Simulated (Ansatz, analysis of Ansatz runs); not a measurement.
# How often does Mg try the jump in MgB2C2 (Pnnm)?

Aim: the prefactor of a hop in MgB2C2 (Pnnm) (Mg_i hop between voids (2.3 Å), charge 0) from the modes of the moving atom at the start and at the top of a path found beforehand. Model: a cell of 60 host atoms with 1 Mg put in.

Method: plane-wave PAW DFT, PBEsol; finite-difference force constants of the moving atom alone, in Ansatz 0.2.0.

## (1) Set-up

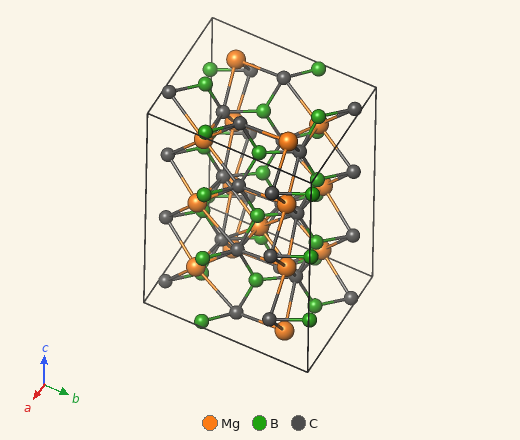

The cell as given, slightly off an axis (magnesium orange, boron green, carbon dark grey). Some periodic images of atoms are drawn too.

The cell holds 61 atoms: 13 Mg, 24 B and 24 C. Its edges and angles: a = 8.529 Å, b = 8.529 Å, c = 8.298 Å, α = 90.0°, β = 90.0°, γ = 65.6°. It derives from MgB2C2 (space group Pnnm). Nearest the centre at fractional (0.250, 0.750, 0.333): Mg61 at 1.38 Å, B29 at 1.80 Å, B31 at 1.80 Å, C39 at 2.09 Å, C37 at 2.09 Å, C34 at 2.54 Å, C36 at 2.54 Å, C14 at 2.56 Å.

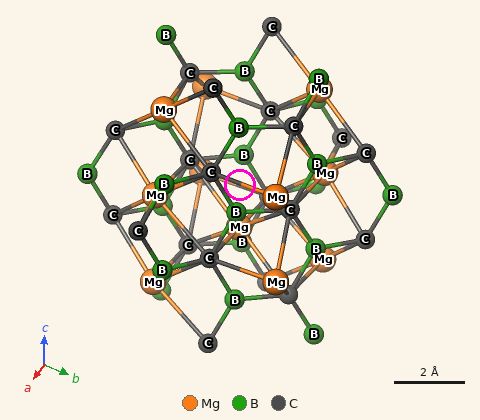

The atoms within 5 Å of the centre. A ring marks the centre wherever it is empty.

The cell's shortest repeat is 8.3 Å.

## (2) Vibrations of the moving atom at the start point

Harmonic transition-state theory takes the prefactor from the modes at the minimum and at the top. Only the moving atom is displaced, by 0.02 Å, which takes six displaced runs and a reference; the host's atoms are held.

Input file q0.start.modes/input.yaml:

```yaml
crystal:
  lattice:
    - [4.61704896, 7.1710112, 0.0]
    - [-4.61704896, 7.1710112, 0.0]
    - [0.0, 0.0, 8.29768847]
  atoms:
    - { symbol: Mg, position: [0.013399, 0.49121985, 0.16654995] }
    - { symbol: Mg, position: [0.48562852, 0.00993221, 0.16769198] }
    - { symbol: Mg, position: [-0.03503995, 0.02081802, -0.00226245] }
    - { symbol: Mg, position: [0.5350597, 0.47923781, -0.00237458] }
    - { symbol: B, position: [0.31739166, 0.43148429, 0.16699922] }
    - { symbol: B, position: [0.7951624, 0.91731956, 0.16748282] }
    - { symbol: B, position: [0.1816964, 0.0695471, 0.16724666] }
    - { symbol: B, position: [0.70393066, 0.58372826, 0.16675761] }
    - { symbol: B, position: [0.43116858, 0.80571644, -0.00370961] }
    - { symbol: B, position: [0.92337169, 0.31111466, 0.00026993] }
    - { symbol: B, position: [0.06820848, 0.69480774, -0.00345191] }
    - { symbol: B, position: [0.57661042, 0.19007434, 0.00035208] }
    - { symbol: C, position: [-0.00047444, 0.22253284, 0.16682321] }
    - { symbol: C, position: [0.51302497, 0.72078585, 0.16705031] }
    - { symbol: C, position: [0.49959072, 0.27853178, 0.16741718] }
    - { symbol: C, position: [0.98609606, 0.78028721, 0.16719919] }
    - { symbol: C, position: [0.22884807, 0.5155591, 0.00097856] }
    - { symbol: C, position: [0.70991165, -0.00266837, -0.00023021] }
    - { symbol: C, position: [0.27095116, 0.98582106, 0.00104504] }
    - { symbol: C, position: [0.7888418, 0.50399502, -0.00030937] }
    - { symbol: Mg, position: [0.00839136, 0.49435918, 0.50178795] }
    - { symbol: Mg, position: [0.49190241, 0.00467536, 0.50146428] }
    - { symbol: Mg, position: [-0.03597076, 0.02184743, 0.33662963] }
    - { symbol: Mg, position: [0.53421028, 0.48019805, 0.33650563] }
    - { symbol: B, position: [0.31354986, 0.43033874, 0.50053822] }
    - { symbol: B, position: [0.79802488, 0.91699483, 0.501982] }
    - { symbol: B, position: [0.18520865, 0.07060699, 0.50010695] }
    - { symbol: B, position: [0.70130192, 0.58415476, 0.50186683] }
    - { symbol: B, position: [0.43094336, 0.80627777, 0.33769878] }
    - { symbol: B, position: [0.92252439, 0.31099546, 0.33389216] }
    - { symbol: B, position: [0.06793044, 0.69533633, 0.3379571] }
    - { symbol: B, position: [0.57577188, 0.18995026, 0.33397493] }
    - { symbol: C, position: [-0.00342563, 0.21746159, 0.50082323] }
    - { symbol: C, position: [0.50927346, 0.72034595, 0.50181588] }
    - { symbol: C, position: [0.50159677, 0.28339926, 0.50104416] }
    - { symbol: C, position: [0.99016302, 0.78113886, 0.50220209] }
    - { symbol: C, position: [0.22819811, 0.5152804, 0.33319361] }
    - { symbol: C, position: [0.71028452, -0.00292154, 0.33454688] }
    - { symbol: C, position: [0.27021485, 0.98545673, 0.33325963] }
    - { symbol: C, position: [0.78919419, 0.50372339, 0.3344747] }
    - { symbol: Mg, position: [0.00724188, 0.49638227, 0.83279615] }
    - { symbol: Mg, position: [0.4907461, 0.00666152, 0.83245649] }
    - { symbol: Mg, position: [-0.00972819, -0.00013688, 0.66727144] }
    - { symbol: Mg, position: [0.50876546, 0.50125688, 0.66697518] }
    - { symbol: B, position: [0.31389285, 0.43044149, 0.83412582] }
    - { symbol: B, position: [0.79781629, 0.91691812, 0.83237832] }
    - { symbol: B, position: [0.18556952, 0.07072979, 0.83368783] }
    - { symbol: B, position: [0.70108418, 0.58404578, 0.83225677] }
    - { symbol: B, position: [0.42502207, 0.80696575, 0.66685713] }
    - { symbol: B, position: [0.9217027, 0.3081068, 0.66736827] }
    - { symbol: B, position: [0.07408807, 0.69411237, 0.66738417] }
    - { symbol: B, position: [0.57742084, 0.19296777, 0.66688807] }
    - { symbol: C, position: [-0.00250073, 0.21765196, 0.83320161] }
    - { symbol: C, position: [0.50890881, 0.7198909, 0.83204935] }
    - { symbol: C, position: [0.50254636, 0.28360831, 0.83342711] }
    - { symbol: C, position: [0.98987613, 0.7807543, 0.83243518] }
    - { symbol: C, position: [0.22167929, 0.50475149, 0.66717847] }
    - { symbol: C, position: [0.70977579, -0.00223998, 0.66699568] }
    - { symbol: C, position: [0.27744373, 0.99632606, 0.66706549] }
    - { symbol: C, position: [0.78935394, 0.50330882, 0.66725766] }
    - { symbol: Mg, position: [0.249555, 0.75054053, 0.16721475] }
  symmetry: { detect: false }
basis:
  ecutwfc: 420
  xc_grid: 2
hamiltonian:
  xc: pbesol
kpoints:
  mp_grid: { grid: [1, 1, 1], shift: [0.25, 0.25, 0.25] }
scf:
  occupations: { method: fixed }
  max_iter: 100
phonons:
  supercell: [1, 1, 1]
  displaced_sites: [60]
  amplitude: 0.02
```

Started as:

```
$ ansatz run input.yaml --threads 4 --pin off --max-ram 7536MiB --backend cpu --events-out ev --progress --plain --runs-dir out
```

Numbers of over 12 decimals in the logs are rounded to 6 here.

Log:

```text
[... repeated set-up lines and file paths are left out, and long positions are rounded to six places ...]
Engine: ansatz 0.2.0, x86_64-unknown-linux-gnu
Pseudopotentials: kind: paw
Pseudopotential: Mg, paw, valence charge 10, recommended cutoff 420 eV (normal), Mg.paw.azcp
Pseudopotential: B, paw, valence charge 3, recommended cutoff 420 eV (normal), B.paw.azcp
Pseudopotential: C, paw, valence charge 4, recommended cutoff 420 eV (normal), C.paw.azcp
Functional definition: PBEsol
  exchange = pbesol_x
  correlation = pbesol_c
Crystal: 61 atoms, lattice volume = 549.455 Å³
Basis set: ecut = 420 eV, 10723 PW (Γ), exchange–correlation on 120×120×120 points (8 copies of the dense FFT grid, shifted against one another)
Bands: 210, of which v1, the nominal top of the filled ones, is band 149 counted from 1 (148 counted from 0)
Symmetry: 1 space group operations
k-points: 1
Non-local potential: Mg, projectors of the file, l = 0: 3, l = 1: 2, l = 2: 1
Non-local potential: B, projectors of the file, l = 0: 2, l = 1: 2, l = 2: 1
Non-local potential: C, projectors of the file, l = 0: 2, l = 1: 2, l = 2: 1
PAW form: soft (Blöchl's): semilocal exchange-correlation on the pseudo side does not see the compensation charge
PAW frozen core: Mg, regenerated for the run's functional, and the local potential with it (the file was generated under x = pbe(κ = 0.804, μ = 0.219515), c = pbe(β = 0.066725))
PAW frozen core: B, regenerated for the run's functional, and the local potential with it (the file was generated under x = pbe(κ = 0.804, μ = 0.219515), c = pbe(β = 0.066725))
PAW frozen core: C, regenerated for the run's functional, and the local potential with it (the file was generated under x = pbe(κ = 0.804, μ = 0.219515), c = pbe(β = 0.066725))
PAW one-centre angular grid: Mg, 110 points (default); XC on 64 Gauss nodes
PAW one-centre angular grid: B, 110 points (default); XC on 64 Gauss nodes
PAW one-centre angular grid: C, 110 points (default); XC on 64 Gauss nodes
Initial density: superposition of atomic densities (neutral atoms: chi_scale 0, normalization atom), corrected by the library's trained network
Initial wavefunctions: pseudopotential atomic-orbital guess
Functional: x = pbesol(κ = 0.804, μ = 0.123457), c = pbesol(β = 0.046)
SCF iter   1: F=—  HF=-34448.160017 eV  |F-HF|=—  |Δ(HF+E_count)|=         —  Δρ=6.71e-3  dr2=3.10e-1  ethr=1.77e-3  ⟨swp⟩=5.0  Hψ=761  notcnv=0  defer=56
preconditioner: auto → Resta (q_TF=auto, 2.464 Å⁻¹)  ε∞=4.2  [insulator: Δε(μ)=0.304 eV  Ē_g=12.300 eV  n_scr=148 (ndim 8)  ℏωp=22.1 eV  f_vac=0.005  ε∞_Penn≈4.2]
SCF iter   2: F=—  HF=-34448.096988 eV  |F-HF|=—  |Δ(HF+E_count)|=   6.30e-2  Δρ=3.25e-3  dr2=5.84e-2  ethr=1.04e-4  ⟨swp⟩=2.0  Hψ=244  notcnv=0  defer=59
SCF iter   3: F=—  HF=-34448.084914 eV  |F-HF|=—  |Δ(HF+E_count)|=   1.21e-2  Δρ=8.25e-4  dr2=4.61e-3  ethr=1.96e-5  ⟨swp⟩=2.0  Hψ=229  notcnv=0  defer=59
SCF iter   4: F=—  HF=-34448.084542 eV  |F-HF|=—  |Δ(HF+E_count)|=   3.73e-4  Δρ=2.13e-4  dr2=3.64e-4  ethr=1.55e-6  ⟨swp⟩=2.0  Hψ=232  notcnv=0  defer=59
SCF iter   5: F=—  HF=-34448.084546 eV  |F-HF|=—  |Δ(HF+E_count)|=   4.41e-6  Δρ=8.14e-5  dr2=5.10e-5  ethr=1.22e-7  ⟨swp⟩=2.0  Hψ=247  notcnv=0  defer=56
SCF iter   6: F=—  HF=-34448.084509 eV  |F-HF|=—  |Δ(HF+E_count)|=   3.65e-5  Δρ=2.24e-5  dr2=5.39e-6  ethr=1.71e-8  ⟨swp⟩=2.0  Hψ=248  notcnv=0  defer=56
SCF iter   7: F=—  HF=-34448.084673 eV  |F-HF|=—  |Δ(HF+E_count)|=   1.63e-4  Δρ=8.92e-6  dr2=9.55e-7  ethr=1.81e-9  ⟨swp⟩=2.0  Hψ=226  notcnv=0  defer=56
SCF iter   8: F=—  HF=-34448.084673 eV  |F-HF|=—  |Δ(HF+E_count)|=   8.58e-8  Δρ=2.30e-6  dr2=5.89e-8  ethr=3.20e-10  ⟨swp⟩=2.0  Hψ=217  notcnv=0  defer=56
SCF iter   9: F=—  HF=-34448.084673 eV  |F-HF|=—  |Δ(HF+E_count)|=   1.28e-8  Δρ=1.09e-6  dr2=2.21e-8  ethr=1.98e-11  ⟨swp⟩=2.0  Hψ=248  notcnv=0  defer=56
SCF iter  10: F=—  HF=-34448.084673 eV  |F-HF|=—  |Δ(HF+E_count)|=   1.84e-9  Δρ=3.36e-7  dr2=1.14e-9  ethr=7.42e-12  ⟨swp⟩=2.0  Hψ=216  notcnv=0  defer=56
[...]
SCF 1 converged in 11 iterations: F = -34448.084673 eV  dr2 = 8.44e-11
  greatest PAW one-centre occupation: 1.000 electrons in one spin orbital (limit 2), on the Mg atom at site 60 (counted from 0), in its partial waves of l = 0
Initial density: handed on by an earlier stage of this run
Initial wavefunctions: those handed on with the density
[...]
SCF 2 converged in 8 iterations: F = -34448.082680 eV  dr2 = 3.75e-11
[...]
SCF 3 converged in 6 iterations: F = -34448.082658 eV  dr2 = 2.17e-11
[...]
SCF 4 converged in 8 iterations: F = -34448.081766 eV  dr2 = 3.10e-11
[...]
SCF 5 converged in 6 iterations: F = -34448.081760 eV  dr2 = 1.40e-11
[...]
SCF 6 converged in 9 iterations: F = -34448.083378 eV  dr2 = 1.12e-11
[...]
SCF 7 converged in 6 iterations: F = -34448.083444 eV  dr2 = 1.58e-11
the harmonic batch is solved at displacements of 0.01 Å and a dr2 threshold of 1.0e-9 eV too, to whose constants those of the typed 0.02 Å and 1.0e-9 eV are held (scf.occupations.method, Limitations)
[...]
SCF 8 converged in 11 iterations: F = -34448.084673 eV  dr2 = 8.44e-11
Initial wavefunctions: pseudopotential atomic-orbital guess (no wavefunctions were taken with the density)
[...]
SCF 9 converged in 8 iterations: F = -34448.084177 eV  dr2 = 1.19e-11
[...]
SCF 10 converged in 8 iterations: F = -34448.084167 eV  dr2 = 1.12e-11
[...]
SCF 11 converged in 7 iterations: F = -34448.083947 eV  dr2 = 8.54e-11
[...]
SCF 12 converged in 7 iterations: F = -34448.083944 eV  dr2 = 8.56e-11
[...]
SCF iter   8: F=-34448.084341 eV  HF=-34448.084341 eV  |F-HF|=1.46e-11  |Δ(HF+E_count)|=  9.46e-11  Δρ=6.01e-8  dr2=3.18e-11  ethr=1.00e-12  ⟨swp⟩=4.0  Hψ=575  notcnv=0
SCF 13 converged in 8 iterations: F = -34448.084341 eV  dr2 = 3.18e-11
iter 1 solved again at ethr=3.85e-7 eV; its pass at ethr=3.10e-3 eV (dr2=1.15e-3 eV) is discarded
SCF iter   1: F=—  HF=-34448.084453 eV  |F-HF|=—  |Δ(HF+E_count)|=         —  Δρ=2.53e-4  dr2=7.43e-4  ethr=3.85e-7  ⟨swp⟩=3.0  Hψ=1153  notcnv=0  defer=59
SCF iter   2: F=—  HF=-34448.084323 eV  |F-HF|=—  |Δ(HF+E_count)|=   1.30e-4  Δρ=1.06e-4  dr2=5.94e-5  ethr=2.49e-7  ⟨swp⟩=2.0  Hψ=216  notcnv=0  defer=57
SCF iter   3: F=—  HF=-34448.084212 eV  |F-HF|=—  |Δ(HF+E_count)|=   1.11e-4  Δρ=4.91e-5  dr2=1.07e-5  ethr=1.99e-8  ⟨swp⟩=2.0  Hψ=290  notcnv=0  defer=56
SCF iter   4: F=—  HF=-34448.084374 eV  |F-HF|=—  |Δ(HF+E_count)|=   1.62e-4  Δρ=8.55e-6  dr2=5.53e-7  ethr=3.58e-9  ⟨swp⟩=2.0  Hψ=303  notcnv=0  defer=56
SCF iter   5: F=—  HF=-34448.084374 eV  |F-HF|=—  |Δ(HF+E_count)|=   3.92e-8  Δρ=2.17e-6  dr2=2.21e-8  ethr=1.86e-10  ⟨swp⟩=2.0  Hψ=303  notcnv=0  defer=56
SCF iter   6: F=—  HF=-34448.084374 eV  |F-HF|=—  |Δ(HF+E_count)|=   4.90e-9  Δρ=6.12e-7  dr2=2.58e-9  ethr=7.43e-12  ⟨swp⟩=2.0  Hψ=303  notcnv=0  defer=56
SCF iter   7: F=—  HF=-34448.084374 eV  |F-HF|=—  |Δ(HF+E_count)|=  7.28e-12  Δρ=1.74e-7  dr2=2.37e-10  ethr=1.00e-12  ⟨swp⟩=2.0  Hψ=240  notcnv=0  defer=56
SCF iter   8: F=-34448.084374 eV  HF=-34448.084374 eV  |F-HF|=7.28e-12  |Δ(HF+E_count)|=  7.28e-11  Δρ=6.02e-8  dr2=3.15e-11  ethr=1.00e-12  ⟨swp⟩=4.0  Hψ=575  notcnv=0
SCF 14 converged in 8 iterations: F = -34448.084374 eV  dr2 = 3.15e-11
the harmonic batch's force constants are those of the typed 0.02 Å and are borne out by those of 0.01 Å (scf.occupations.method, Limitations); [...]
SCF converged after 11 iterations
Free energy (F): -34448.084673 eV
Harris-Foulkes:  -34448.084673 eV  (|F-HF|=7.28e-12)
Internal energy: -34448.084673 eV  (E = F + TS)
E sigma→0 (E₀):  -34448.084673 eV
Fermi energy:    9.507769 eV
--- Per-component energies (eV) ---
  E_band       = -3882.566789
  E_kinetic    = 4376.893783
  E_local      = -23917.895915  (includes V_loc(G=0)·N_el)
  E_nonlocal   = 2173.273615
  E_hartree    = 8451.761161
  E_xc         = -2315.565094
  E_vxc        = -2861.771044  (∫ρ·V_xc dr)
  E_paw        = -7746.339810  (= ΣΔE_a)
  E_vpaw       = -556.590151  (= ΣTr[D̂ρ^β])
  E_aug_tail   = 0.000096  (compensation charges beyond the density's cutoff)
  E_ewald      = -15471.837194
  E_core_change = 1.624684  (= ΣΔE_core)
  E_smearing   = -0.000000  (= −TS)
  E_closure    = 0.000000  (closes the sum)
  Σ components = -34448.084673   (vs F -34448.084673, Δ=0.00e0)
--- Forces (eV/Å), atoms counted from 1 ---
  atom   1  Mg     0.00050605     0.00062571     0.00021212
  atom   2  Mg     0.00053224     0.00005435     0.00043351
  [... 11 atoms left out ...]
  atom  14  C     -0.00098953     0.00042310    -0.00079507
  [... 1 atom left out ...]
  atom  16  C      0.00064847    -0.00111038    -0.00000485
  [... 7 atoms left out ...]
  atom  24  Mg    -0.00091489    -0.00017209    -0.00004706
  [... 4 atoms left out ...]
  atom  29  B      0.00030345    -0.00054618    -0.00167835
  [... 1 atom left out ...]
  atom  31  B     -0.00105932    -0.00052271    -0.00215643
  [... 2 atoms left out ...]
  atom  34  C     -0.00179064    -0.00009121     0.00148812
  [... 1 atom left out ...]
  atom  36  C      0.00174766     0.00000356     0.00044602
  atom  37  C     -0.00214812    -0.00704622     0.00007534
  [... 1 atom left out ...]
  atom  39  C      0.00239263     0.00404607    -0.00078436
  [... 21 atoms left out ...]
  atom  61  Mg     0.00054609     0.00014957    -0.00165642
  max |Σ_I F_I| component: 5.23e-7 eV/Å
--- Band table (eV) ---
  k-point 0: bands = ["-66.5309", "-66.5196", "-66.5194", "-66.4830", [... 202 left out ...] "17.5928", "17.6500", "17.7532", "17.8080"]
--- Phonons: 6 displaced members + reference (amplitude 0.02 Å, Σ member SCF iterations 43) ---
  symmetry images taken by strict's conditions (phonons.symmetry_images: auto; settled by no image being taken that strict refuses)
  force constants formed among 1 of 61 sites (Mg 60); the other 60 at rest. The modes move the named sites alone.
  the frequencies, the zero-point energy and the sums are of the block with the acoustic sum rule laid on its rows. Row sums over every site: 7.4e-5 eV/Å² at the most
  transpose residual: 1.8e-3 eV/Å²
  largest component of a force at the reference: 1.7e-3 eV/Å on a named site, 9.4e-3 eV/Å on a site at rest
  frequencies among the named sites at Γ of the cell (cm⁻¹): 235.77 265.65 468.35
  unstable modes among the named sites: 0
  frequencies as built, with no sum rule (cm⁻¹): 235.77 265.65 468.35
  zero-point energy: 0.060118 eV/cell   skipped modes (ω ≤ 0): 0
  not written: the harmonic force-constant file, the file of eigenvectors (these modes' are written with the force constants), the density of states and the dispersion, which are of every site
```

Wall time 34 s (4 threads of Intel Xeon 6975P-C (Granite Rapids), shared host); peak memory 0.97 GiB; 2.1 min of CPU time.

The column dr2 measures how far the density is from self-consistency, as an energy; F and HF (Harris–Foulkes) agree once it is small.

This step gave:

* free energy: -34448.0847 eV
* frequencies of moving atom: 235.8, 265.6, 468.4 cm⁻¹ (negative: imaginary)

The three modes are 236, 266 and 468 cm⁻¹: all real, a minimum for this atom with the others held.

(Continued in part 2 of 2.)

[Logs are printed without paths, hosts, clocks, repeated set-up lines and the standing remarks that a program may print on its own settings, such as how far it seeks lower states.]

[Hosts, paths, dates, database ids (printed as entryN), source tags and the programs' standing remarks are cut or masked in the printed files.]
